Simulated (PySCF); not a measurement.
**SbH5: a search over shapes**

Aim: find the stationary points of SbH5 from trigonal bipyramidal and square pyramidal starts in the singlet state, tell minima from saddle points, and describe the lowest.

The runs use PySCF 2.14.0; PBE0, basis Sb def2-TZVP with ECP28, H def2-TZVP, scalar-relativistic core potentials, no spin–orbit coupling, density fitting.

### 1 Where the work starts

6 atoms, charge 0, spin multiplicity 1.

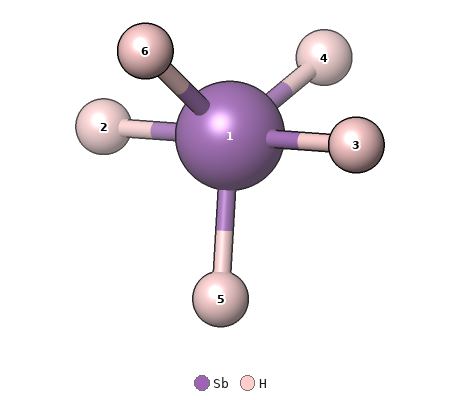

Start geometry, drawn with antimony purple, hydrogen pink; atoms are numbered from 1 in the order of the file.

```xyz
6
charge 0 multiplicity 1
Sb    0.0000    0.0000    0.0000
H     0.0000    0.0000    1.7200
H     0.0000    0.0000   -1.7200
H     1.7200    0.0000    0.0000
H    -0.8600    1.4896    0.0000
H    -0.8600   -1.4896    0.0000
```

### 2 Relaxing the singlet from the trigonal bipyramidal start

The steps below are one call of a driver around PySCF. For each, scf.py gives the equivalent set-up of the SCF; relaxations use the driver's own optimiser. Before each start the driver seeks the lowest SCF state from one or more starting densities and follows internal instabilities, so scf.py alone need not reach the same state.

The program finds D3h symmetry in the start, which this walk keeps. Threshold on the gradient: 0.0003 Eh/bohr, with a further test on the energy change.

Contents of scf.py:

```python
from pyscf import gto, scf, dft
mol = gto.M(atom='''
Sb     0.000000     0.000000    -0.000000
H      0.000000    -0.000000     1.720000
H     -0.000000     0.000000    -1.720000
H      1.720021    -0.000018    -0.000000
H     -0.859995     1.489591     0.000000
H     -0.860026    -1.489573     0.000000''',
    basis={'Sb': 'def2-TZVP', 'H': 'def2-TZVP'},
    ecp={'Sb': 'def2-TZVP'},
    charge=0, spin=0)
mf = dft.RKS(mol, xc='PBE0')
mf.grids.atom_grid = (50, 194)
aux = {'Sb': 'def2-universal-JKFIT', 'H': 'def2-universal-JKFIT'}
mf = mf.density_fit(auxbasis=aux)
mf.kernel()
```

After this run come: Is it a minimum? Harmonic modes; Square pyramidal start, singlet: relaxation; Is it a minimum? Harmonic modes; Leaving the saddle point.

Q: Predict the outcome of this session. Wanted: lowest minimum; geometry; wavenumbers; dipole moment; highest occupied, lowest empty level; polar-tensor charge of Sb1; zero-point energy; atomisation energy.

The runs gave:

| quantity | value |
| --- | --- |
| lowest minimum | singlet, D3h |
| geometry | Sb–H 1.710 Å (×3), Sb–H 1.771 Å (×2); H–Sb–H 90.0° (×6), H–Sb–H 120.0° (×3), H–Sb–H 180.0° |
| wavenumbers (cm⁻¹) | 432 (e'), 844 (e'), 891 (a2''), 1069 (e''), 1642 (a1'), 1689 (a2''), 1927 (e'), 1953 (a1') |
| dipole moment | 0.00 D |
| highest occupied, lowest empty level | -6.33, -0.64 eV |
| polar-tensor charge of Sb1 | +1.56 e |
| zero-point energy | 88.0 kJ/mol |
| entropy at 298.15 K | 241.5 J/(mol K) |
| atomisation energy (no zero-point energy) | 1026 kJ/mol |

**Reading.** The lowest minimum found is the singlet of D3h symmetry. The strongest infrared band lies at 1689 cm⁻¹ (a2'', stretch). The dipole vanishes although Sb1 carries +1.6 e by the polar tensor: the bond dipoles cancel. A search over typed starts can miss a lower isomer.  Spin–orbit coupling is left out.
